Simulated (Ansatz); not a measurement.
The figure comes from a scan of FeSi (FeSi type, space group P2_13): the cell is scaled evenly about its relaxed volume V₀. All values below come from r2SCAN (plane waves to 500 eV, PAW, scalar-relativistic; Ansatz, an electronic-structure program). k mesh 11×11×11 (Γ-centred), Fermi-Dirac smearing 0.05 eV. Stress and pressure are positive under compression. The magnetic moment jumps within the scan, so the points may not all belong to one state, and nothing is fitted. FeSi was relaxed with its symmetry unable to fall. Relaxed FeSi ends ferromagnetic. The magnetic order is the one the run started from; other orders were not tried. 

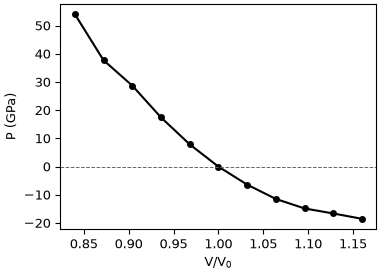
*P (GPa) against V/V₀; computed points joined by lines.*

Question: List the plotted points as numbers.

Answer: To the nearest 1:

```csv
V/V₀,P (GPa)
0.840,54
0.872,38
0.904,29
0.936,17
0.968,8
1.000,0
1.032,-6
1.064,-11
1.096,-15
1.128,-17
1.160,-19
```

(A scan under strain: stresses follow from slopes of the energy per volume, elastic moduli from its curvatures.)
